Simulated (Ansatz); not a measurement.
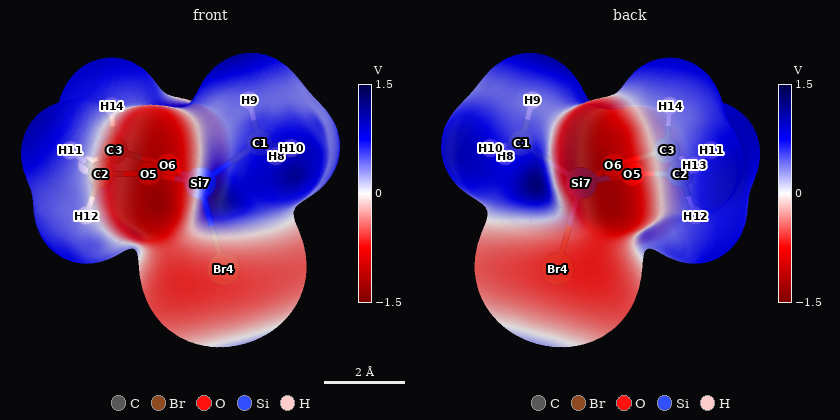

*C₃H₇BrO₂Si. The molecular electrostatic potential painted on the density surface at 0.002 e/bohr³, seen from the front and from behind; the colour scale runs from red (negative) to blue (positive).*

Geometry: PBE-D3(BJ)/def2-SVP.

Level of theory: isolated molecule in a Gaussian basis; Kohn-Sham density functional theory, functional PBE0 (Ansatz).

Input

```
crystal:
  periodic: [false, false, false]
  atoms:
    - {symbol: C, position_ang: [1.534613, 2.498375, -0.597720]}
    - {symbol: C, position_ang: [0.650193, -1.143715, 0.981104]}
    - {symbol: C, position_ang: [-0.685262, -0.624869, 0.400866]}
    - {symbol: Br, position_ang: [2.338355, -0.184850, -2.428091]}
    - {symbol: O, position_ang: [1.632721, -0.122957, 0.765821]}
    - {symbol: O, position_ang: [-0.382761, 0.183657, -0.742973]}
    - {symbol: Si, position_ang: [1.232466, 0.667755, -0.670638]}
    - {symbol: H, position_ang: [2.617778, 2.699352, -0.479373]}
    - {symbol: H, position_ang: [0.988499, 2.938418, 0.259925]}
    - {symbol: H, position_ang: [1.193717, 2.982050, -1.534051]}
    - {symbol: H, position_ang: [0.573876, -1.351061, 2.068465]}
    - {symbol: H, position_ang: [0.962645, -2.083624, 0.469244]}
    - {symbol: H, position_ang: [-1.349023, -1.461905, 0.098046]}
    - {symbol: H, position_ang: [-1.228079, -0.007811, 1.153623]}
basis:
  gaussian:
    orbitals: def2-SVPD
hamiltonian:
  xc: pbe0
output:
  forces: true
  orbitals: {seedname: orbitals}
```

Command:

```sh
ansatz run input.yaml --threads 4 --pin off --max-ram 7830MiB --events-out events.jsonl --progress --plain --runs-dir runs
```

### Describe the electrostatic potential map.

The most negative region (about −1.3 V) lies over O5 and O6, the most positive (about +1.2 V) over Si7 and H8. Br4 shows a σ-hole: about +0.2 V at the tip opposite its bond, against about −0.5 V on its flanks.

### How polar is the molecule by this calculation?

Its dipole moment is 2.10 D.
